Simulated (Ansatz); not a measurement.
Run report: CH$_{5}$ClGeO, geometry relaxation (part 1 of 2)

CH$_{5}$ClGeO, computed with RKS B3LYP/def2-SVP (Ansatz 0.2.0).

The input holds or restrains some coordinates. It belongs to a series of runs on one base structure; here: pulled along the bonds that form and break, towards end B. Figures and captions count atoms from 1; the log counts them from 0 in places.

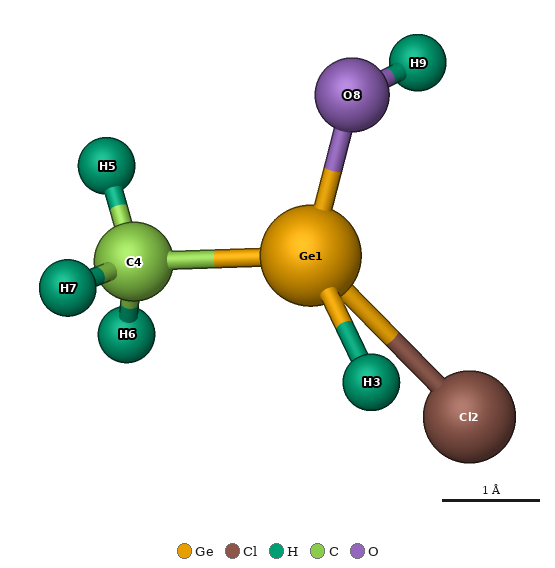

Figure 1. The input geometry (ball-and-stick view, seen at a tilt; atoms are numbered from 1 in the order of the input). Sticks mark near contacts. Bond lengths as drawn: Cl–Ge 2.42 Å, C–Ge 1.96 Å, C–H 1.11 Å, Ge–H 1.75 Å, Ge–O 1.77 Å and H–O 1.01 Å.

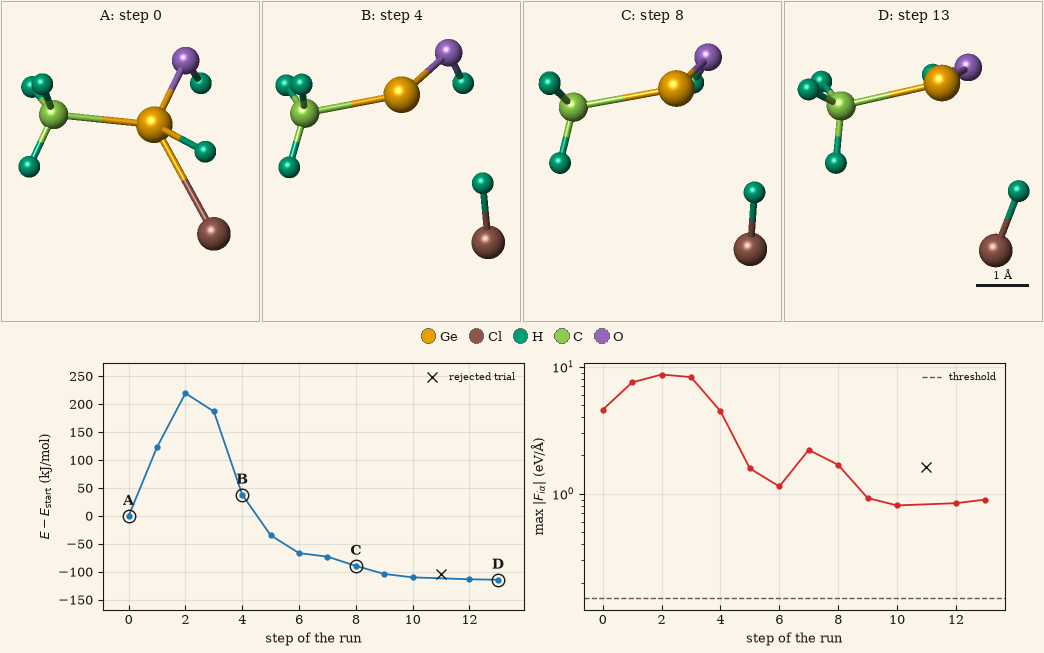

Figure 2. Frames of the restrained relaxation (ball-and-stick view, seen at a tilt) above the curves, on which the letters mark them (the first geometry is step 0 here and step 1 in the log).

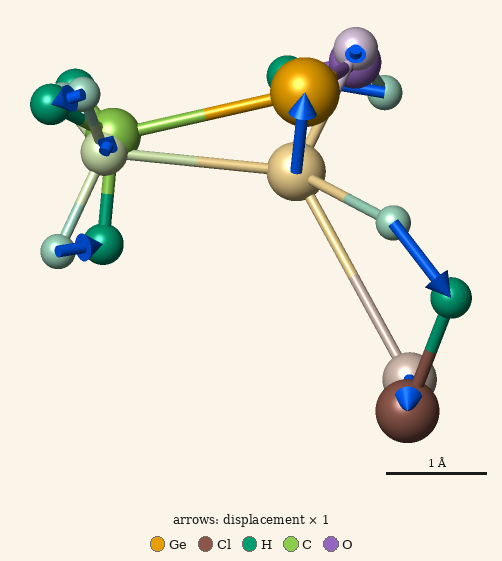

Figure 3. Start (faint) and end (solid) with the displacements as blue arrows, at true length (ball-and-stick view, seen at a tilt). The two geometries are laid on each other by the best rigid fit. Over 13 geometry steps the energy falls by 114.1 kJ/mol. Largest force component: 4.6 eV/Å at the start, 0.9 eV/Å at the end. The line search rejected the trial step at point 11 (counted from 0) and went back. The atom that moves furthest after the best rigid fit is H9 (1.00 Å). Largest moves by element: H 1.00 Å, Ge 0.90 Å, Cl 0.62 Å, C 0.23 Å, O 0.23 Å. Distances before and after: Ge1–Cl2 2.420 → 3.421 Å, Ge1–H3 1.750 → 2.750 Å, Cl2–H3 1.872 → 1.335 Å, Ge1–C4 1.959 → 2.015 Å. New bonds form: Cl2–H3 (1.87 → 1.34 Å). Bonds break: Ge1–Cl2 (2.42 → 3.42 Å), Ge1–H3 (1.75 → 2.75 Å). Among the angles that change: C4–Ge1–O8 109.5° → 98.7°, Ge1–O8–H9 109.5° → 115.8°, Ge1–C4–H5 109.5° → 112.2°. (Atoms are counted from 1 in the order of the input.)

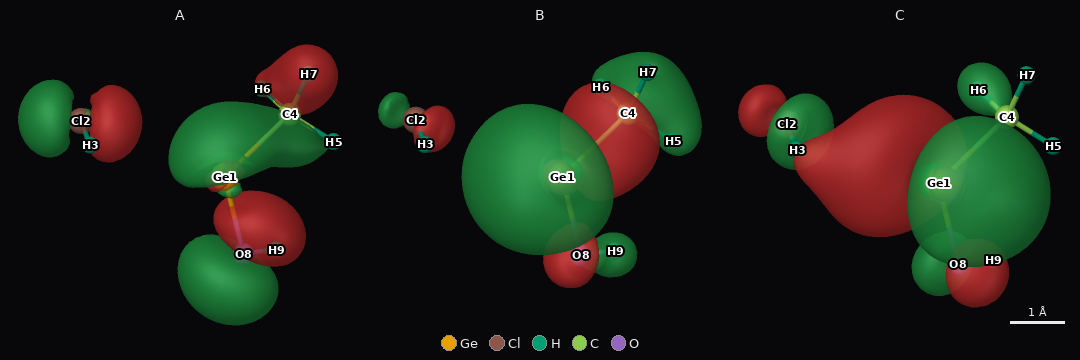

Figure 4. Three frontier orbitals at ±0.1 Å⁻³ᐟ² (green and red are the two phases). A is the HOMO−1 (−8.50 eV). B is the HOMO (−6.44 eV). By Hirshfeld shares it lies mainly on Ge1 (60 %) and C4 (25 %). C is the LUMO (−1.93 eV). It lies mainly on Ge1 (70 %) and O8 (10 %). The HOMO–LUMO gap is 4.51 eV between the orbital energies.

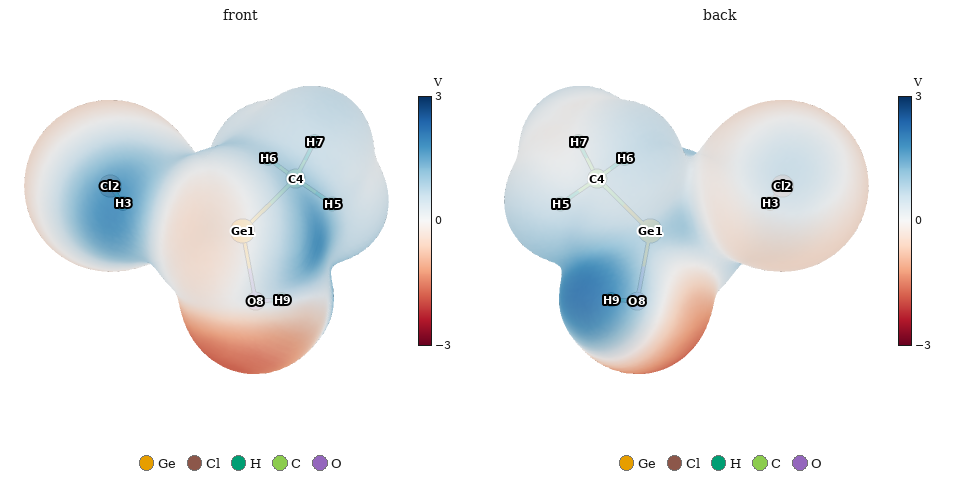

Figure 5. The electrostatic potential painted on the density surface at 0.002 e/bohr³, seen face on and from behind; the colour scale runs from red (negative) to blue (positive).

The input and output of the run follow.

### Input
```yaml
crystal:
  periodic: [false, false, false]
  atoms:
    - { symbol: Ge, position_ang: [0.0, 0.0, 0.0] }
    - { symbol: Cl, position_ang: [1.3501, 0.0, 2.0083] }
    - { symbol: H, position_ang: [1.741, 0.0, 0.178] }
    - { symbol: C, position_ang: [-0.9232, 1.5994, -0.6527] }
    - { symbol: H, position_ang: [-1.9758, 1.3458, -0.8971] }
    - { symbol: H, position_ang: [-0.9048, 2.384, 0.1322] }
    - { symbol: H, position_ang: [-0.4128, 1.976, -1.5636] }
    - { symbol: O, position_ang: [-0.8337, -1.4443, -0.5894] }
    - { symbol: H, position_ang: [-1.2883, -1.91, 0.183] }
basis:
  gaussian: { orbitals: def2-SVP }
hamiltonian:
  xc: b3lyp
relax:
  f_tol: 0.15
  max_steps: 25
  restrain:
    - { distance: [1, 2], at: 1.37, k: 30.0 }
    - { distance: [0, 1], at: 3.42, k: 30.0 }
    - { distance: [0, 2], at: 2.75, k: 30.0 }
output:
  orbitals: {}
```

Command:
```bash
ansatz run input.yaml --threads 2 --pin off --max-ram 3072MiB --backend cpu --events-out ev --progress --plain --runs-dir out
```

### The program's output
```
The last accepted step is kept in [file] (removed where the run ends without a failure and the disk answers)
Engine: ansatz 0.2.0, aarch64-unknown-linux-gnu
Functional definition: B3LYP
  parameter a0 = 0.2
  parameter ax = 0.72
  parameter ac = 0.81
  exchange = (1 - a0 - ax)*slater_x + ax*b88_x + a0*exact_x
  correlation = (1 - ac)*vwn_rpa_c + ac*lyp_c
1080 factors; integrals over basis functions are off by at most 3.8e-4 eV
mean field evaluation 1: about -72184.7743 eV, gradient 6.7e1 eV
mean field evaluation 2: about -72165.0126 eV, gradient 1.2e2 eV
mean field evaluation 4: about -72193.7132 eV, gradient 6.9e0 eV
mean field evaluation 8: about -72193.8322 eV, gradient 2.2e-1 eV
mean field evaluation 16: about -72193.8324 eV, gradient 7.8e-5 eV
mean field -72193.83238592 eV, -2653.0744054454 hartree, gradient 7.8e-5 eV, S^2 0.000000; 0 other end points of the search recorded, 0 dependent functions left out
the calculation of the forces begins
reference -72193.83262891 eV, -2653.0744143752 hartree; 34, 34 occupied and 69, 69 virtual orbitals, 1080 factors
relax step   1: F+E_penalty+E_count = -72193.83238592 eV  Δ(F+E_penalty+E_count) = +0.000e0 eV  max|allowed force component| = 4.580e0 eV/Å  E_restraint = 33.77366109 eV  max|allowed force component, restraints' pulls added| = 4.200e1 eV/Å  Δτ_max = 0.0000 Å  (28 SCF iters, accepted)
  distance Cl 1 - H 2 = 1.8716 Å
  distance Ge 0 - Cl 1 = 2.4199 Å
  distance Ge 0 - H 2 = 1.7501 Å
these checks for a lower state are left out or cut short: starts, cluster_reference, orbital_swaps, neighbouring_geometries, increment
1080 factors; integrals over basis functions are off by at most 4.8e-4 eV
mean field -72192.55693166 eV, -2653.0275333659 hartree, gradient 9.6e-6 eV, S^2 0.000000; 0 other end points of the search recorded, 0 dependent functions left out
[... from here on the field's lines of each further geometry are left out, up to the last ...]
relax step   2: F+E_penalty+E_count = -72192.55693166 eV  Δ(F+E_penalty+E_count) = +1.275e0 eV  max|allowed force component| = 7.523e0 eV/Å  E_restraint = 18.90739718 eV  max|allowed force component, restraints' pulls added| = 2.661e1 eV/Å  Δτ_max = 0.1952 Å  (40 SCF iters, accepted)
relax step   3: F+E_penalty+E_count = -72191.55701929 eV  Δ(F+E_penalty+E_count) = +9.999e-1 eV  max|allowed force component| = 8.678e0 eV/Å  E_restraint = 7.67666139 eV  max|allowed force component, restraints' pulls added| = 1.476e1 eV/Å  Δτ_max = 0.1948 Å  (39 SCF iters, accepted)
relax step   4: F+E_penalty+E_count = -72191.89626520 eV  Δ(F+E_penalty+E_count) = -3.392e-1 eV  max|allowed force component| = 8.283e0 eV/Å  E_restraint = 1.60649377 eV  max|allowed force component, restraints' pulls added| = 8.681e0 eV/Å  Δτ_max = 0.1949 Å  (37 SCF iters, accepted)
relax step   5: F+E_penalty+E_count = -72193.43890311 eV  Δ(F+E_penalty+E_count) = -1.543e0 eV  max|allowed force component| = 4.475e0 eV/Å  E_restraint = 0.05909747 eV  max|allowed force component, restraints' pulls added| = 2.677e0 eV/Å  Δτ_max = 0.1946 Å  (32 SCF iters, accepted)
relax step   6: F+E_penalty+E_count = -72194.19076594 eV  Δ(F+E_penalty+E_count) = -7.519e-1 eV  max|allowed force component| = 1.581e0 eV/Å  E_restraint = 0.00973972 eV  max|allowed force component, restraints' pulls added| = 1.611e0 eV/Å  Δτ_max = 0.1946 Å  (30 SCF iters, accepted)
relax step   7: F+E_penalty+E_count = -72194.52147326 eV  Δ(F+E_penalty+E_count) = -3.307e-1 eV  max|allowed force component| = 1.141e0 eV/Å  E_restraint = 0.01954407 eV  max|allowed force component, restraints' pulls added| = 9.122e-1 eV/Å  Δτ_max = 0.1955 Å  (29 SCF iters, accepted)
relax step   8: F+E_penalty+E_count = -72194.58708334 eV  Δ(F+E_penalty+E_count) = -6.561e-2 eV  max|allowed force component| = 2.216e0 eV/Å  E_restraint = 0.01829269 eV  max|allowed force component, restraints' pulls added| = 2.216e0 eV/Å  Δτ_max = 0.1983 Å  (29 SCF iters, accepted)
relax step   9: F+E_penalty+E_count = -72194.75862169 eV  Δ(F+E_penalty+E_count) = -1.715e-1 eV  max|allowed force component| = 1.687e0 eV/Å  E_restraint = 0.02915272 eV  max|allowed force component, restraints' pulls added| = 1.687e0 eV/Å  Δτ_max = 0.1950 Å  (30 SCF iters, accepted)
relax step  10: F+E_penalty+E_count = -72194.90798198 eV  Δ(F+E_penalty+E_count) = -1.494e-1 eV  max|allowed force component| = 9.253e-1 eV/Å  E_restraint = 0.02070901 eV  max|allowed force component, restraints' pulls added| = 7.679e-1 eV/Å  Δτ_max = 0.2000 Å  (29 SCF iters, accepted)
relax step  11: F+E_penalty+E_count = -72194.97111606 eV  Δ(F+E_penalty+E_count) = -6.313e-2 eV  max|allowed force component| = 8.088e-1 eV/Å  E_restraint = 0.02430327 eV  max|allowed force component, restraints' pulls added| = 3.857e-1 eV/Å  Δτ_max = 0.1006 Å  (29 SCF iters, accepted)
relax step  12: F+E_penalty+E_count = -72194.91740091 eV  Δ(F+E_penalty+E_count) = +5.372e-2 eV  max|allowed force component| = 1.622e0 eV/Å  E_restraint = 0.00635241 eV  max|allowed force component, restraints' pulls added| = 2.262e0 eV/Å  Δτ_max = 0.1953 Å  (30 SCF iters, rejected (line search))
relax step  13: F+E_penalty+E_count = -72195.00664478 eV  Δ(F+E_penalty+E_count) = -3.553e-2 eV  max|allowed force component| = 8.425e-1 eV/Å  E_restraint = 0.02035226 eV  max|allowed force component, restraints' pulls added| = 2.024e-1 eV/Å  Δτ_max = 0.0977 Å  (30 SCF iters, accepted)
the calculation of the forces begins
reference -72195.01515905 eV, -2653.1178715562 hartree; 34, 34 occupied and 69, 69 virtual orbitals, 1082 factors
```
